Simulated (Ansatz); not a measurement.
Electronic density of states of amorphous Si$_{24}$O$_{49}$Ca, density 2.15 g/cm³, on a 2×2×2 Γ-centred mesh with a Gaussian width of 0.1 eV; energies count from the Fermi level, whose place inside the gap is arbitrary. Cell and mesh are small, so fine structure isn't converged. Method: PBE, scalar-relativistic without spin-orbit coupling (plane waves to 420 eV, PAW; Ansatz, a program for electronic structure). Sampling: a 2×2×2 Γ-centred mesh; Fermi-Dirac width 0.02 eV; no spin polarisation. At PBE the levels at the filled edge of the gap are localised (band-tail or defect states), and the nearest spread-out levels lie 5.2 eV apart at the zone centre.

A CHGNet melt-quench gave the starting glass, which DFT then relaxed. O atoms were pushed apart under 1.9 Å during the dynamics, to hinder bonds among them. The hot cell started wider than the set density and was brought back towards it in steps. It is the lowest in DFT energy of 2 quenches. It is a model cell: composition and starting density were chosen by hand, and all elements were melted together. No dispersion term was used. Its density started from a set value of 2.23 and ended at 2.15 g/cm³. The simulated quench (nominally 480 K/ps over its main leg) is rapid and tends to freeze in more defects than a deposited or slowly cooled glass has. One small periodic cell is one sample of the glass; other quenches scatter about these values. Volume and shape were free in the relaxation.

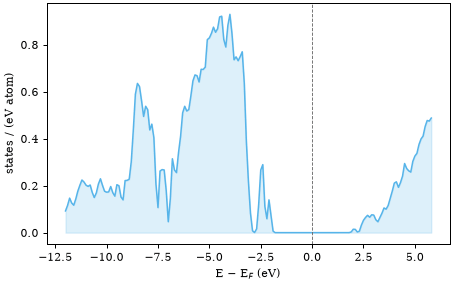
Figure: Density of states per atom

The level gap on this mesh is 4.14 eV; the broadening fills part of it in the curve.
